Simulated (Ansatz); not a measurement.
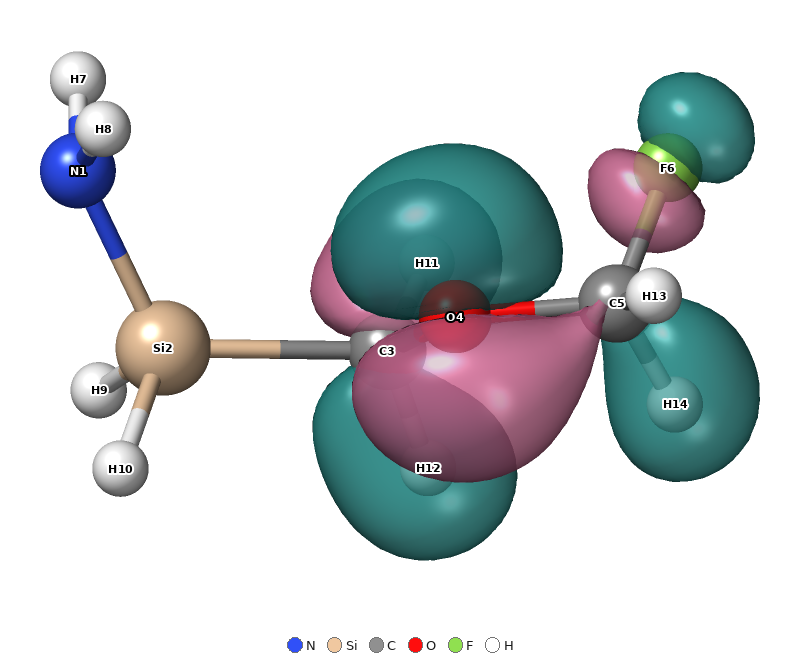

Figure 1: C$_{2}$H$_{8}$FNOSi (SMILES N[SiH2]COCF). The HOMO−1 at ±0.1 Å⁻³ᐟ² (teal and pink are the two phases), seen at a tilt.

Method: RKS BLYP/def2-SVP (Ansatz 0.2.0).

Input

```
crystal:
  periodic: [false, false, false]
  atoms:
    - { symbol: "N", position_ang: [-1.9143, -1.5865, 0.4312] }
    - { symbol: Si, position_ang: [-0.2792, -1.7582, 0.28] }
    - { symbol: C, position_ang: [0.5352, -0.1574, -0.2816] }
    - { symbol: O, position_ang: [0.2003, 1.0443, 0.3995] }
    - { symbol: C, position_ang: [0.8181, 2.1756, -0.0834] }
    - { symbol: F, position_ang: [0.5633, 2.3268, -1.3932] }
    - { symbol: H, position_ang: [-2.3095, -1.2402, -0.474] }
    - { symbol: H, position_ang: [-2.0888, -0.7434, 1.0459] }
    - { symbol: H, position_ang: [-0.0423, -2.8178, -0.6621] }
    - { symbol: H, position_ang: [0.2102, -2.1635, 1.6416] }
    - { symbol: H, position_ang: [0.3724, -0.044, -1.3208] }
    - { symbol: H, position_ang: [1.6671, -0.2643, -0.101] }
    - { symbol: H, position_ang: [0.3857, 3.0938, 0.4343] }
    - { symbol: H, position_ang: [1.869, 2.1056, 0.1124] }
basis:
  gaussian: { orbitals: def2-SVP }
hamiltonian:
  xc: blyp
relax:
  f_tol: 0.015
  max_steps: 40
output:
  orbitals: {}
```

Command:

```sh
ansatz run input.yaml --threads 2 --pin off --max-ram 3072MiB --backend cpu --events-out ev --progress --plain --runs-dir out
```

The fields are those of the relaxed geometry.

Where does this orbital lie, and at what energy?

Answer. By Hirshfeld shares it lies mainly on O4 (about 60 %), C3 (about 10 %) and C5 (about 5 %). Its energy is −6.45 eV.
